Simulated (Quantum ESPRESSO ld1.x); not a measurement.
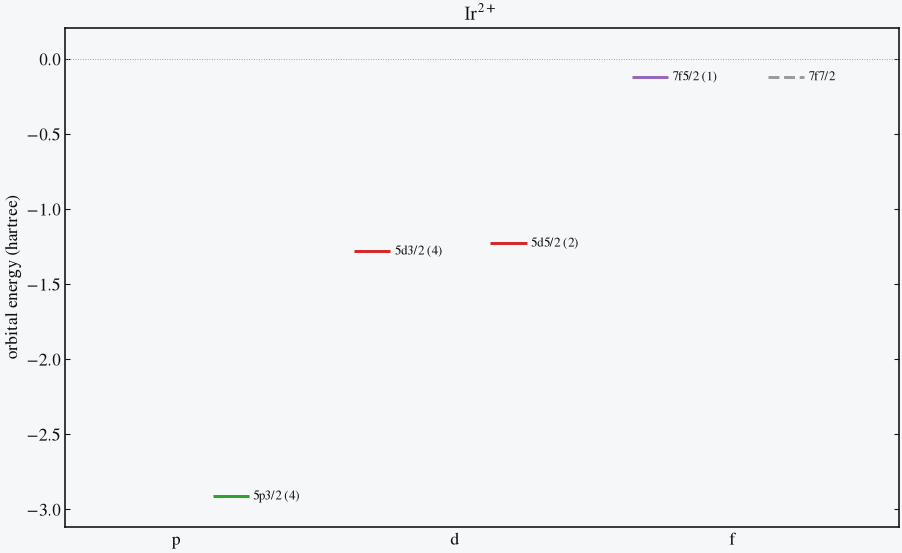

The outer levels are drawn by angular momentum (occupations in brackets, the lower j at the left of each column, empty levels dashed). The highest occupied level is 7f5/2 at −0.122 hartree. From the top down the occupied levels run 7f5/2 (−0.122 hartree), 5d5/2 (−1.23 hartree), 5d3/2 (−1.28 hartree), 5p3/2 (−2.91 hartree). The lowest empty level drawn is 7f7/2 at −0.121 hartree. Spin-orbit splittings: 7f 0.000183 hartree, 5d 0.0529 hartree.

**Ir²⁺: atomic calculation**

- system: the Ir²⁺ ion in the configuration [Xe] 4f14 5d6 7f1 (5d3/2: 4, 5d5/2: 2, 7f5/2: 1).
- method: Dirac Kohn-Sham, PBE, spin-unpolarised, spherical densities, point nucleus (Quantum ESPRESSO ld1.x 7.5)

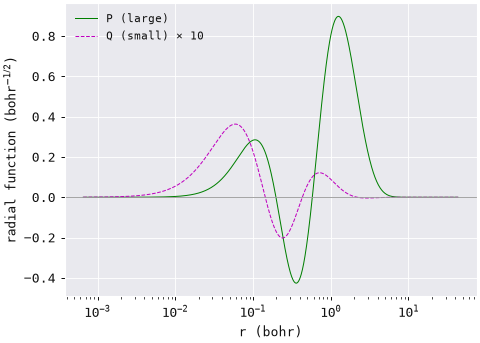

The large and small radial components of the 5d3/2 spinor. The spinor has κ = 2: the large component has l = 2 and 2 radial nodes (r = 0.197 and 0.579 bohr), the small one has l = 1. The small component carries 0.022 % of the norm; ⟨r⟩ = 1.53 bohr and the eigenvalue is −34.9 eV.

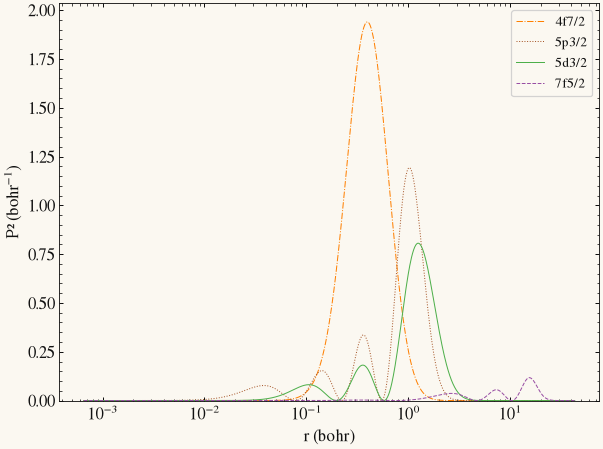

The radial probability densities P² (large components) of 5d3/2, 5p3/2, 4f7/2 and 7f5/2. 4f7/2: outer maximum at 0.399 bohr, ⟨r⟩ = 0.539 bohr, 0 nodes, eigenvalue −89.3 eV; 5p3/2: outer maximum at 1.02 bohr, ⟨r⟩ = 1.16 bohr, 3 nodes, eigenvalue −79.3 eV; 5d3/2: outer maximum at 1.25 bohr, ⟨r⟩ = 1.53 bohr, 2 nodes, eigenvalue −34.9 eV; 7f5/2: outer maximum at 15.7 bohr, ⟨r⟩ = 14.1 bohr, 3 nodes, eigenvalue −3.31 eV.

These pictures come from the run below.

**The input**
```
 &input
    zed=77.0,
    iswitch=1,
    rel=2,
    dft='PBE',
    config='[Xe] 4f14 5d6 7f1',
    rel_dist='energy',
    verbosity='high',
    lsmall=.true.,
    prefix='ld1',
    max_out_wfc=37,
    file_charge='ld1.rho',
 /
```

**Output**
```
     Program LD1 v.7.5 starts

     --------------------------- All-electron run ----------------------------

     dirac relativistic calculation

     atomic number is 77.00
     dft =PBE   lsd =0 sic =0 latt =0  beta=0.20 tr2=1.0E-14
     Exchange-correlation= PBE
                           (   1   4   3   4   0   0   0)
     mesh =2119 r(mesh) =  99.50367 a.u. xmin = -8.00 dx = 0.00800
     1 Ry =  13.60569312 eV, c = 137.03599908

     n l j   nl                  e(Ry)          e(Ha)          e(eV)
     Spin orbit split results
     1 0 0.5 1S 1( 2.00)   -5589.576123220   -2794.788061610 -76050.0574202
     2 0 0.5 2S 1( 2.00)    -978.789488901    -489.394744451 -13317.1094180
     2 1 0.5 2P 1( 2.00)    -937.566996812    -468.783498406 -12756.2488409
     2 1 1.5 2P 1( 4.00)    -817.924697348    -408.962348674 -11128.4324298
     3 0 0.5 3S 1( 2.00)    -230.527732705    -115.263866352  -3136.4895875
     3 1 0.5 3P 1( 2.00)    -212.088801587    -106.044400793  -2885.6151492
     3 1 1.5 3P 1( 4.00)    -185.891304411     -92.945652206  -2529.1800421
     4 0 0.5 4S 1( 2.00)     -50.837836310     -25.418918155   -691.6839999
     4 1 0.5 4P 1( 2.00)     -43.061625451     -21.530812726   -585.8832613
     4 1 1.5 4P 1( 4.00)     -36.865781326     -18.432890663   -501.5845075
     3 2 1.5 3D 1( 4.00)    -155.160416049     -77.580208025  -2111.0650056
     3 2 2.5 3D 1( 6.00)    -149.500322595     -74.750161297  -2034.0555110
     5 0 0.5 5S 1( 2.00)      -9.283061653      -4.641530827   -126.3024881
     5 1 0.5 5P 1( 2.00)      -6.836428912      -3.418214456    -93.0143538
     5 1 1.5 5P 1( 4.00)      -5.828040579      -2.914020290    -79.2945316
     4 2 1.5 4D 1( 4.00)     -24.134492259     -12.067246130   -328.3664954
     4 2 2.5 4D 1( 6.00)     -22.984550770     -11.492275385   -312.7207443
     4 3 2.5 4F 1( 6.00)      -6.794819585      -3.397409793    -92.4482301
     4 3 3.5 4F 1( 8.00)      -6.565429698      -3.282714849    -89.3272217
     5 2 1.5 5D 1( 4.00)      -2.565365141      -1.282682570    -34.9035709
     5 2 2.5 5D 1( 2.00)      -2.459590194      -1.229795097    -33.4644294
     7 3 2.5 7F 1( 1.00)      -0.243364484      -0.121682242     -3.3111425
     7 3 3.5 7F 1( 0.00)      -0.242999276      -0.121499638     -3.3061736
     Averaged results
     1 0     1S 1( 2.00)   -5589.576123220   -2794.788061610 -76050.0574202
     2 0     2S 1( 2.00)    -978.789488901    -489.394744451 -13317.1094180
     2 1     2P 1( 6.00)    -857.805463836    -428.902731918 -11671.0379002
     3 0     3S 1( 2.00)    -230.527732705    -115.263866352  -3136.4895875
     3 1     3P 1( 6.00)    -194.623803470     -97.311901735  -2647.9917444
     4 0     4S 1( 2.00)     -50.837836310     -25.418918155   -691.6839999
     4 1     4P 1( 6.00)     -38.931062701     -19.465531351   -529.6840921
     3 2     3D 1(10.00)    -151.764359976     -75.882179988  -2064.8593088
     5 0     5S 1( 2.00)      -9.283061653      -4.641530827   -126.3024881
     5 1     5P 1( 6.00)      -6.164170023      -3.082085012    -83.8678057
     4 2     4D 1(10.00)     -23.444527366     -11.722263683   -318.9790447
     4 3     4F 1(14.00)      -6.663739650      -3.331869825    -90.6647967
     5 2     5D 1( 6.00)      -2.501900173      -1.250950086    -34.0400860
     7 3     7F 1( 1.00)      -0.243155794      -0.121577897     -3.3083031

     final scf error:  6.0E-15 reached in  41 iterations

     Etot =  -35712.263362 Ry,  -17856.131681 Ha, -485890.096033 eV

     Ekin =   40712.073277 Ry,   20356.036639 Ha,  553915.975411 eV
     Encl =  -89491.272631 Ry,  -44745.636315 Ha,-1217590.792599 eV
     Eh   =   13763.034013 Ry,    6881.517006 Ha,  187255.617218 eV
     Exc  =    -696.098021 Ry,    -348.049011 Ha,   -9470.896062 eV

     normalization and overlap integrals

     s(1S/1S) =  1.000000  <r> =   0.0174  <r2> =    0.0004  r(max) =   0.0108
     LC norm =  0.91491410 + SC norm =  0.08508590 =  1.00000000
     s(1S/2S) = -0.000000
     s(1S/3S) = -0.000000
     s(1S/4S) =  0.000000
     s(1S/5S) =  0.000000
     s(2S/2S) =  1.000000  <r> =   0.0729  <r2> =    0.0064  r(max) =   0.0623
     LC norm =  0.98059653 + SC norm =  0.01940347 =  1.00000000
     s(2S/3S) =  0.000000
     s(2S/4S) =  0.000000
     s(2S/5S) =  0.000000
     s(2P/2P) =  1.000000  <r> =   0.0602  <r2> =    0.0045  r(max) =   0.0467
     LC norm =  0.98052137 + SC norm =  0.01947863 =  1.00000000
     s(2P/3P) =  0.000000
     s(2P/4P) =  0.000000
     s(2P/5P) =  0.000000
     s(2P/2P) =  1.000000  <r> =   0.0685  <r2> =    0.0057  r(max) =   0.0535
     LC norm =  0.98257916 + SC norm =  0.01742084 =  1.00000000
     s(2P/3P) =  0.000000
     s(2P/4P) =  0.000000
     s(2P/5P) =  0.000000
     s(3S/3S) =  1.000000  <r> =   0.1899  <r2> =    0.0414  r(max) =   0.1763
     LC norm =  0.99355620 + SC norm =  0.00644380 =  1.00000000
     s(3S/4S) =  0.000000
     s(3S/5S) =  0.000000
     s(3P/3P) =  1.000000  <r> =   0.1801  <r2> =    0.0378  r(max) =   0.1640
     LC norm =  0.99361317 + SC norm =  0.00638683 =  1.00000000
     s(3P/4P) =  0.000000
     s(3P/5P) =  0.000000
     s(3P/3P) =  1.000000  <r> =   0.1954  <r2> =    0.0443  r(max) =   0.1791
     LC norm =  0.99420696 + SC norm =  0.00579304 =  1.00000000
     s(3P/4P) =  0.000000
     s(3P/5P) =  0.000000
     s(4S/4S) =  1.000000  <r> =   0.4232  <r2> =    0.2023  r(max) =   0.3986
     LC norm =  0.99784150 + SC norm =  0.00215850 =  1.00000000
     s(4S/5S) =  0.000000
     s(4P/4P) =  1.000000  <r> =   0.4267  <r2> =    0.2074  r(max) =   0.3954
     LC norm =  0.99793505 + SC norm =  0.00206495 =  1.00000000
     s(4P/5P) =  0.000000
     s(4P/4P) =  1.000000  <r> =   0.4604  <r2> =    0.2411  r(max) =   0.4284
     LC norm =  0.99816369 + SC norm =  0.00183631 =  1.00000000
     s(4P/5P) =  0.000000
     s(3D/3D) =  1.000000  <r> =   0.1705  <r2> =    0.0341  r(max) =   0.1398
     LC norm =  0.99432075 + SC norm =  0.00567925 =  1.00000000
     s(3D/4D) =  0.000000
     s(3D/5D) =  0.000000
     s(3D/3D) =  1.000000  <r> =   0.1752  <r2> =    0.0359  r(max) =   0.1443
     LC norm =  0.99448314 + SC norm =  0.00551686 =  1.00000000
     s(3D/4D) = -0.000000
     s(3D/5D) = -0.000000
     s(5S/5S) =  1.000000  <r> =   0.9768  <r2> =    1.0706  r(max) =   0.8942
     LC norm =  0.99947903 + SC norm =  0.00052097 =  1.00000000
     s(5P/5P) =  1.000000  <r> =   1.0601  <r2> =    1.2692  r(max) =   0.9457
     LC norm =  0.99955856 + SC norm =  0.00044144 =  1.00000000
     s(5P/5P) =  1.000000  <r> =   1.1551  <r2> =    1.5070  r(max) =   1.0245
     LC norm =  0.99962323 + SC norm =  0.00037677 =  1.00000000
     s(4D/4D) =  1.000000  <r> =   0.4719  <r2> =    0.2578  r(max) =   0.4216
     LC norm =  0.99836161 + SC norm =  0.00163839 =  1.00000000
     s(4D/5D) =  0.000000
     s(4D/4D) =  1.000000  <r> =   0.4831  <r2> =    0.2701  r(max) =   0.4318
     LC norm =  0.99842176 + SC norm =  0.00157824 =  1.00000000
     s(4D/5D) = -0.000000
     s(4F/4F) =  1.000000  <r> =   0.5311  <r2> =    0.3454  r(max) =   0.3923
     LC norm =  0.99880502 + SC norm =  0.00119498 =  1.00000000
     s(4F/7F) = -0.000000
     s(4F/4F) =  1.000000  <r> =   0.5387  <r2> =    0.3556  r(max) =   0.3986
     LC norm =  0.99883007 + SC norm =  0.00116993 =  1.00000000
     s(4F/7F) = -0.000000
     s(5D/5D) =  1.000000  <r> =   1.5256  <r2> =    2.6947  r(max) =   1.2513
     LC norm =  0.99978462 + SC norm =  0.00021538 =  1.00000000
     s(5D/5D) =  1.000000  <r> =   1.5710  <r2> =    2.8578  r(max) =   1.2920
     LC norm =  0.99979668 + SC norm =  0.00020332 =  1.00000000
     s(7F/7F) =  1.000000  <r> =  14.0516  <r2> =  224.3451  r(max) =  15.6770
     LC norm =  0.99999345 + SC norm =  0.00000655 =  1.00000000
     s(7F/7F) =  1.000000  <r> =  14.0545  <r2> =  224.5522  r(max) =  15.6770
     LC norm =  0.99999343 + SC norm =  0.00000657 =  1.00000000

     LC charge = 74.52467806 + SC charge =  0.47532194 = 75.00000000

     ------------------------ End of All-electron run ------------------------
```

**Orbitals**

| orbital | occupation | energy (eV) | ⟨r⟩ (bohr) | outer maximum (bohr) |
| --- | --- | --- | --- | --- |
| 1s | 2 | −76050.1 | 0.01743 | 0.0108 |
| 2s | 2 | −13317.1 | 0.07295 | 0.0623 |
| 2p1/2 | 2 | −12756.2 | 0.06017 | 0.0467 |
| 2p3/2 | 4 | −11128.4 | 0.06848 | 0.0535 |
| 3s | 2 | −3136.5 | 0.1899 | 0.176 |
| 3p1/2 | 2 | −2885.6 | 0.1801 | 0.164 |
| 3p3/2 | 4 | −2529.2 | 0.1954 | 0.179 |
| 3d3/2 | 4 | −2111.1 | 0.1705 | 0.140 |
| 3d5/2 | 6 | −2034.1 | 0.1752 | 0.144 |
| 4s | 2 | −691.684 | 0.4232 | 0.399 |
| 4p1/2 | 2 | −585.883 | 0.4267 | 0.395 |
| 4p3/2 | 4 | −501.585 | 0.4604 | 0.428 |
| 4d3/2 | 4 | −328.366 | 0.4719 | 0.422 |
| 4d5/2 | 6 | −312.721 | 0.4831 | 0.432 |
| 5s | 2 | −126.302 | 0.9768 | 0.894 |
| 5p1/2 | 2 | −93.014 | 1.060 | 0.946 |
| 4f5/2 | 6 | −92.448 | 0.5311 | 0.392 |
| 4f7/2 | 8 | −89.327 | 0.5387 | 0.399 |
| 5p3/2 | 4 | −79.295 | 1.155 | 1.02 |
| 5d3/2 | 4 | −34.904 | 1.526 | 1.25 |
| 5d5/2 | 2 | −33.464 | 1.571 | 1.29 |
| 7f5/2 | 1 | −3.311 | 14.05 | 15.7 |
| 7f7/2 | 0 | −3.306 | 14.05 | 15.7 |

**Results in brief**

| quantity | value |
| --- | --- |
| outcome | converged |
| total energy | −17856.1317 hartree |
| kinetic energy | 20356.0366 hartree |
| electron–nucleus energy | −44745.6363 hartree |
| Hartree energy | 6881.5170 hartree |
| exchange–correlation energy | −348.049011 hartree |
| radius at density 0.001 e/bohr³ | 3.43 bohr |
| SCF iterations | 41 |
| hardware | 1 CPU thread, shared host |
| wall time | 1.7 s |

**Remarks**

This is an excited configuration.
